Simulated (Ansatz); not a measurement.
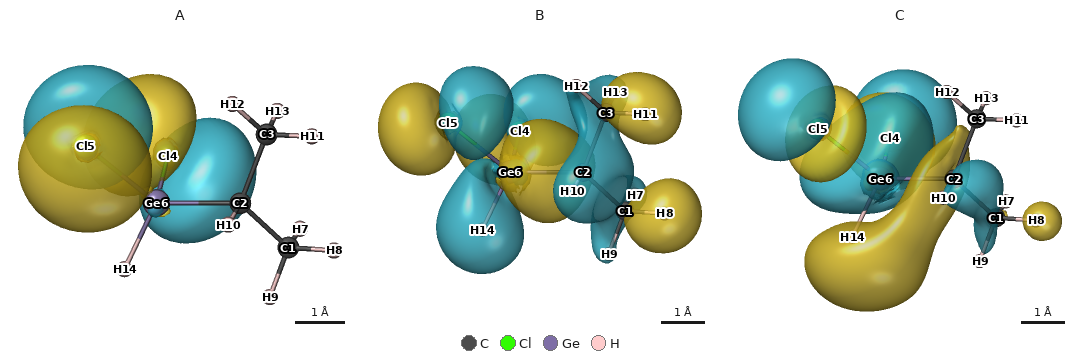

C$_{3}$H$_{8}$Cl$_{2}$Ge (SMILES C[CH](C)[GeH]([Cl])[Cl]). Three frontier orbitals at ±0.06 Å⁻³ᐟ² (yellow and cyan are the two phases), in no order.

Geometry: B3LYP/6-31G*.

These are results of Ansatz 0.2.0, isolated molecule in a Gaussian basis; Kohn-Sham density functional theory, functional PBE0, not measurements.

The calculation's input:

```
crystal:
  periodic: [false, false, false]
  atoms:
    - {symbol: C, position_ang: [0.764985, -1.591582, 0.556984]}
    - {symbol: C, position_ang: [0.327038, -1.520719, 2.027891]}
    - {symbol: C, position_ang: [1.505986, -1.335626, 2.991303]}
    - {symbol: Cl, position_ang: [-0.128945, 1.857048, 1.893902]}
    - {symbol: Cl, position_ang: [-1.780842, -0.117841, 4.312287]}
    - {symbol: Ge, position_ang: [-1.034631, -0.104271, 2.254175]}
    - {symbol: H, position_ang: [1.274095, -0.671954, 0.247391]}
    - {symbol: H, position_ang: [1.468813, -2.422075, 0.416476]}
    - {symbol: H, position_ang: [-0.079645, -1.757672, -0.122112]}
    - {symbol: H, position_ang: [-0.217358, -2.438266, 2.290830]}
    - {symbol: H, position_ang: [2.215668, -2.165095, 2.876306]}
    - {symbol: H, position_ang: [1.179819, -1.314652, 4.036107]}
    - {symbol: H, position_ang: [2.045562, -0.404757, 2.784730]}
    - {symbol: H, position_ang: [-2.279523, -0.175788, 1.341822]}
basis:
  gaussian:
    orbitals: def2-SVPD
output: {forces: true, orbitals: {seedname: orbitals}}
hamiltonian:
  xc: {name: PBE0}
```

Run with:

```sh
ansatz run input.yaml --threads 2 --pin off --max-ram 4350MiB --events-out events.jsonl --progress --plain --runs-dir runs
```

> Order the three orbitals by energy and name them.

A is the HOMO−1 (−8.99 eV). By Hirshfeld shares it lies mainly on Cl5 (about 45 %) and Cl4 (about 45 %); largely a combination of lone pairs on Cl5 and Cl4. B is the HOMO (−8.40 eV). It lies mainly on C2 (about 20 %), Cl5 (about 20 %), Cl4 (about 15 %), Ge6 (about 15 %) and H14 (about 5 %). C is the LUMO (−0.80 eV). It lies mainly on Ge6 (about 35 %), Cl4 (about 25 %), Cl5 (about 20 %) and H14 (about 10 %).

> What is the HOMO–LUMO gap?

7.60 eV between the orbital energies.
